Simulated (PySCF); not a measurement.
**What a change does: excited-state calculation on CH8AlAs**

System: CH8AlAs, SMILES [CH3][AlH2-][AsH3+].
Method of run A: TDDFT HF/def2-SVPD, vertical, gas phase, core orbitals frozen in the response (PySCF 2.14.0).

The geometry comes from this level: PBE0-D3(BJ)/def2-SVP. Text and figures count atoms from 1; the logs count them from 0 in places.

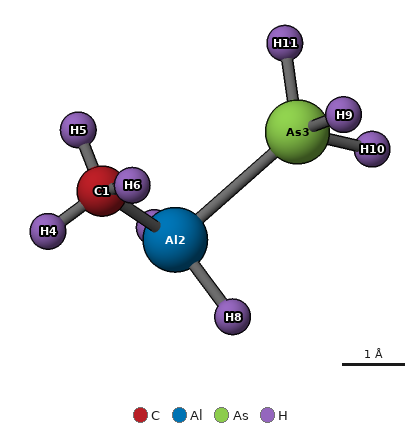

Figure 1. The structure (ball-and-stick view, seen at a tilt; atoms are numbered from 1 in the order of the input). Sticks mark near contacts. Bond lengths as drawn: Al–As 2.64 Å, Al–C 1.97 Å, Al–H 1.60 to 1.61 Å, As–H 1.51 Å and C–H 1.10 Å.

Input, run A:
```
{"job": {"kind": "uv", "xc": "HF", "basis": "def2-SVPD", "ip": true}, "charge": 0, "multiplicity": 1}
C     -1.815938     0.316228     0.189586
Al    -0.480077    -0.997319    -0.431296
As     1.753551     0.318770     0.079087
H     -2.829438    -0.109551     0.083933
H     -1.803850     1.252078    -0.392950
H     -1.696100     0.575874     1.254720
H     -0.192086    -1.152158    -2.002568
H     -0.109649    -2.244053     0.509395
H      2.050855     0.786845     1.485991
H      3.068239    -0.384173    -0.164943
H      2.092732     1.611684    -0.626702
```

The first line tells a small driver script what to run in PySCF; the rest is the geometry in Å.

Launched with:
```bash
OMP_NUM_THREADS=1 python <driver script> task.json out
```

Hardware: 1 CPU thread, shared host.

Output (run A):
```
final grid: 79152 points
cycle   1  E = -2518.1969643735  dE = -1.049e+00  |g| = 2.976e-01  |ddm| = 3.403e+00
cycle   2  E = -2518.2376306128  dE = -4.067e-02  |g| = 9.897e-02  |ddm| = 6.578e-01
cycle   3  E = -2518.2411296884  dE = -3.499e-03  |g| = 4.597e-02  |ddm| = 2.868e-01
cycle   4  E = -2518.2416510047  dE = -5.213e-04  |g| = 6.282e-03  |ddm| = 1.016e-01
cycle   5  E = -2518.2416791076  dE = -2.810e-05  |g| = 1.667e-03  |ddm| = 2.450e-02
cycle   6  E = -2518.2416815289  dE = -2.421e-06  |g| = 4.856e-04  |ddm| = 7.994e-03
cycle   7  E = -2518.2416816575  dE = -1.285e-07  |g| = 1.352e-04  |ddm| = 1.091e-03
cycle   8  E = -2518.2416816688  dE = -1.129e-08  |g| = 2.665e-05  |ddm| = 4.316e-04
cycle   9  E = -2518.2416816693  dE = -5.098e-10  |g| = 7.387e-06  |ddm| = 7.727e-05
converged SCF energy = -2518.2416816693

Static polarisability (au): isotropic 74.174, principal 66.909 71.660 83.954

Singlet excitations
state   eV       nm        f      main configurations
  1   7.5718    163.7   0.01122   H-1->L+1 0.50, H-2->L+3 0.22
  2   7.6768    161.5   0.11008   H->L+1 0.47, H-2->L+2 0.12
  3   7.9164    156.6   0.17300   H-2->L+2 0.37, H->L 0.19, H->L+2 0.08
  4   8.0950    153.2   0.00586   H-2->L+3 0.52, H-1->L+1 0.17
  5   8.1933    151.3   0.01373   H->L 0.24, H->L+1 0.14, H->L+2 0.14
  6   8.3277    148.9   0.30016   H-2->L 0.42, H-2->L+1 0.40
  7   8.4005    147.6   0.17746   H-1->L 0.52, H-1->L+5 0.13, H-2->L+3 0.09
  8   8.5431    145.1   0.01234   H-1->L+2 0.33, H-1->L+4 0.22, H-1->L 0.19
  9   8.8810    139.6   0.16537   H->L+2 0.39, H->L 0.24
 10   8.9883    137.9   0.05566   H->L+3 0.51, H-1->L+3 0.23

Triplet excitations (Tamm-Dancoff, eV): 6.4371 6.4496 6.8726 6.9844
Vertical ionisation energy (delta-SCF) = 8.8359 eV
```

The input of run B differs as follows (lines with − go, lines with + come):
```diff
-"xc": "HF"
+"xc": "LDA"
```

What does this change do to the results?

The total energies belong to different methods, so their difference says nothing on which is more stable or more accurate. The HOMO goes from −10.57 to −6.38 eV. The LUMO goes from 1.83 to −1.32 eV. The dipole moment goes from 3.82 to 3.50 D. The lowest excitation goes from 7.57 to 5.12 eV. The strongest computed line goes from 8.33 to 6.48 eV. The method changes from HF to LDA. Exact exchange removes part of the self-interaction error of semilocal functionals, which pushes filled and empty levels apart. The SCF takes 11 iterations against 9.

Output (run B):
```
coarse grid: 38640 points
cycle   1  E = -2515.9571553408  dE = -9.000e-01  |g| = 6.090e-01  |ddm| = 3.695e+00
cycle   2  E = -2515.7797134221  dE =  1.774e-01  |g| = 9.515e-01  |ddm| = 1.728e+00
cycle   3  E = -2516.0388758325  dE = -2.592e-01  |g| = 1.446e-01  |ddm| = 1.241e+00
cycle   4  E = -2516.0451156011  dE = -6.240e-03  |g| = 2.147e-02  |ddm| = 2.092e-01
cycle   5  E = -2516.0452106085  dE = -9.501e-05  |g| = 9.155e-03  |ddm| = 5.299e-02
cycle   6  E = -2516.0452455074  dE = -3.490e-05  |g| = 1.172e-03  |ddm| = 1.956e-02
cycle   7  E = -2516.0452460573  dE = -5.499e-07  |g| = 3.206e-04  |ddm| = 2.892e-03
final grid: 79152 points
cycle   8  E = -2516.0451184539  dE = -3.283e-08  |g| = 3.507e-04  |ddm| = 3.079e-03
cycle   9  E = -2516.0451184397  dE =  1.425e-08  |g| = 4.127e-04  |ddm| = 1.369e-03
cycle  10  E = -2516.0451184950  dE = -5.532e-08  |g| = 3.128e-05  |ddm| = 7.224e-04
cycle  11  E = -2516.0451184954  dE = -3.615e-10  |g| = 8.398e-06  |ddm| = 6.092e-05
converged SCF energy = -2516.0451184954

Static polarisability (au): isotropic 86.996, principal 75.174 82.492 103.322

Singlet excitations
state   eV       nm        f      main configurations
  1   5.1195    242.2   0.00526   H->L 0.86
  2   5.1598    240.3   0.00054   H-1->L 0.82, H->L+2 0.11
  3   5.1936    238.7   0.00090   H-1->L+1 0.93
  4   5.2593    235.7   0.02069   H->L+1 0.87
  5   5.2887    234.4   0.00268   H->L+2 0.87, H-1->L 0.11
  6   5.4989    225.5   0.05840   H-1->L+2 0.82
  7   6.1849    200.5   0.01677   H->L+3 0.94
  8   6.1977    200.0   0.02132   H-1->L+3 0.98
  9   6.4763    191.4   0.25051   H-2->L+1 0.70, H-2->L 0.18
 10   6.5208    190.1   0.07877   H-2->L 0.67, H-2->L+1 0.22

Triplet excitations (Tamm-Dancoff, eV): 4.9817 4.9924 5.1000 5.1538
Vertical ionisation energy (delta-SCF) = 9.3556 eV
Vertical electron affinity (delta-SCF) = -0.5823 eV
```

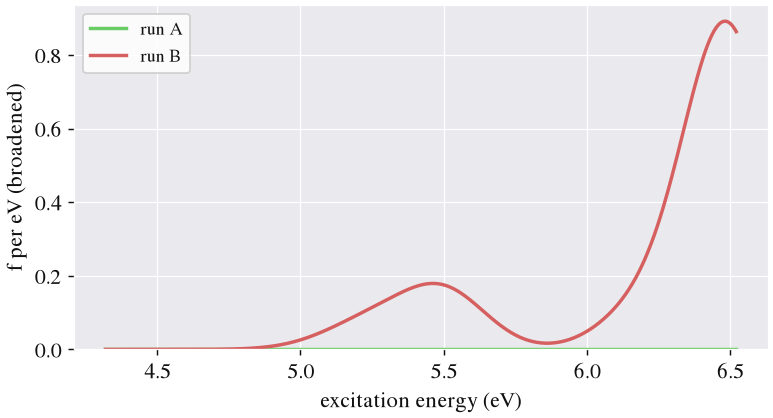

Figure 2. Absorption of the two runs from their computed states, each broadened by a Gaussian of 0.35 eV full width; the range ends where the shorter list of states ends.

The two runs side by side:

```tsv
quantity	run A	run B
outcome	converged	converged
total energy (hartree)	−2518.241682	−2516.045118
HOMO (eV)	−10.57	−6.38
LUMO (eV)	1.83	−1.32
dipole moment (D)	3.82	3.50
lowest excitation (eV)	7.57	5.12
SCF iterations	9	11
strongest computed line (eV)	8.33	6.48
basis functions	146	146
wall time (shared host)	15 s	91 s
```

For both runs: Spin–orbit coupling is left out, which matters for the heavy atoms.
